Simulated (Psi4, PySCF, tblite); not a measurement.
Approach curve of the dimer Br2 ··· H3O+ (SMILES BrBr and [OH3+]) (charge +1), singlet. Monomers: optimised at B3LYP-D3(BJ) (def2-TZVP), held rigid. Orientation: a random orientation, not optimised. The monomers approach along the line of their centres of mass (distance R); nothing else relaxes.

Geometry at R = 4.89 Å (first 2 atoms: monomer A):
```
6

Br     1.1579     0.0000     0.0000
Br    -1.1579     0.0000     0.0000
O      4.8805    -0.2948    -0.4358
H      4.3691    -0.9755     0.0518
H      5.5817     0.1275     0.1052
H      4.3153     0.3498    -0.9130
```

- PBE0-D3(BJ)/def2-TZVP, counterpoise-corrected (Psi4)
- GFN2-xTB (tblite)
- RMP2/3-21G = restricted MP2 (frozen core)/3-21G, no counterpoise correction (PySCF)
- RKS-LDA (SVWN5)/6-31G* = restricted LDA (SVWN5)/6-31G*, spherical d, no counterpoise correction (PySCF)
- RHF/LANL2DZ = restricted Hartree-Fock/LANL2DZ, with its core potentials past Ne, no counterpoise correction (PySCF 2.14.0)

Interaction energies in kcal/mol (negative: bound); R is the distance of the centres of mass, d the Br1···H6 distance.

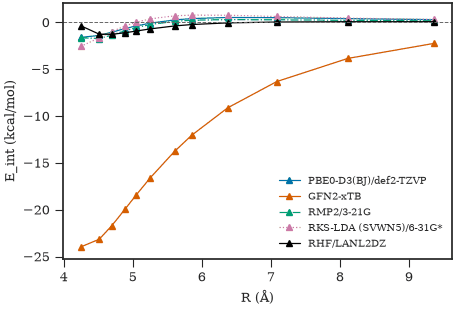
Figure: Interaction energy against separation.

```csv
R / Å,d / Å,PBE0-D3(BJ)/def2-TZVP,GFN2-xTB,RMP2/3-21G,RKS-LDA (SVWN5)/6-31G*,RHF/LANL2DZ
4.25,2.69,-1.60,-23.98,-1.64,-2.56,-0.35
4.52,2.95,-1.39,-23.15,-1.72,-1.66,-1.26
4.70,3.12,-1.05,-21.72,-1.35,-0.99,-1.28
4.89,3.31,-0.67,-19.97,-0.91,-0.39,-1.11
5.05,3.46,-0.39,-18.48,-0.57,0.01,-0.93
5.26,3.66,-0.08,-16.59,-0.23,0.38,-0.69
5.61,4.01,0.26,-13.78,0.11,0.70,-0.38
5.86,4.25,0.41,-12.05,0.23,0.78,-0.23
6.38,4.76,0.52,-9.12,0.30,0.76,-0.05
7.09,5.46,0.50,-6.32,0.28,0.63,0.04
8.12,6.48,0.40,-3.85,0.22,0.45,0.07
9.37,7.72,0.29,-2.24,0.16,0.31,0.07
```

Lowest grid point: PBE0-D3(BJ)/def2-TZVP -1.60 kcal/mol at R = 4.25 Å; GFN2-xTB -23.98 kcal/mol at R = 4.25 Å; RMP2/3-21G -1.72 kcal/mol at R = 4.52 Å; RKS-LDA (SVWN5)/6-31G* -2.56 kcal/mol at R = 4.25 Å; RHF/LANL2DZ -1.28 kcal/mol at R = 4.70 Å.
